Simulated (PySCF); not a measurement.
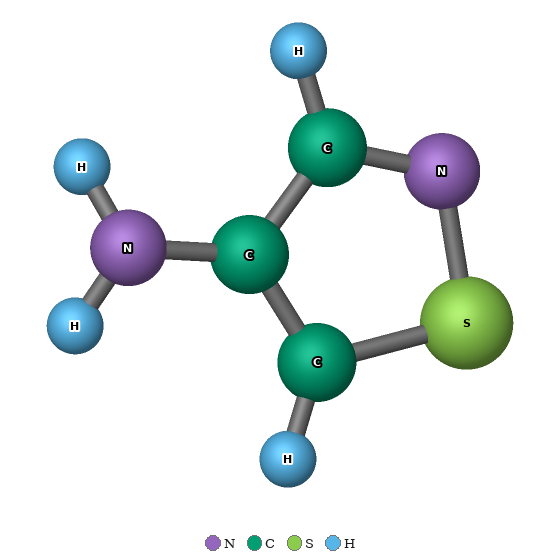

The molecule: C₃H₄N₂S, SMILES Nc1cnsc1.

Vertical TDDFT excitations, PBE0/def2-SVPD in PySCF 2.14.0, at a GFN2-xTB geometry (no frequency check), gas phase.

Question: What does its absorption spectrum look like?

Answer: The lowest singlet lies at 4.78 eV (259 nm, f = 0.091); the brightest of the first 6 is S1 at 4.78 eV (259 nm), f = 0.091, mainly HOMO → LUMO (96 %). No singlet lies below 3.1 eV (beyond 400 nm), so at this level no vertical transition falls in the visible.


| state | E (eV) | λ (nm) | f | main character |
| --- | --- | --- | --- | --- |
| S1 | 4.78 | 259 | 0.091 | HOMO → LUMO (96 %) |
| S2 | 5.23 | 237 | 0.000 | HOMO → LUMO+1 (97 %) |
| S3 | 5.68 | 218 | 0.001 | HOMO → LUMO+2 (57 %) |
| S4 | 5.70 | 217 | 0.006 | HOMO−2 → LUMO (59 %) |
| S5 | 6.18 | 200 | 0.049 | HOMO−1 → LUMO (85 %) |
| S6 | 6.42 | 193 | 0.003 | HOMO → LUMO+3 (95 %) |

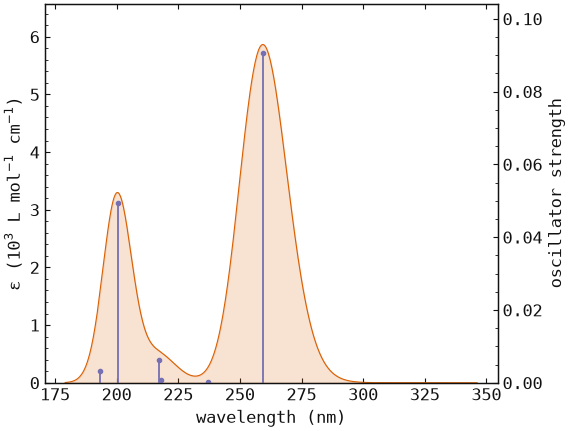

The lowest 6 singlet states are shown; each is broadened by a Gaussian of 1/e half-width 0.25 eV. Sticks give oscillator strengths (right axis).

Note: states above the negative HOMO energy depend on the basis; the tight-binding geometry is rougher than a DFT one and adds to the error; core orbitals are frozen in the response.
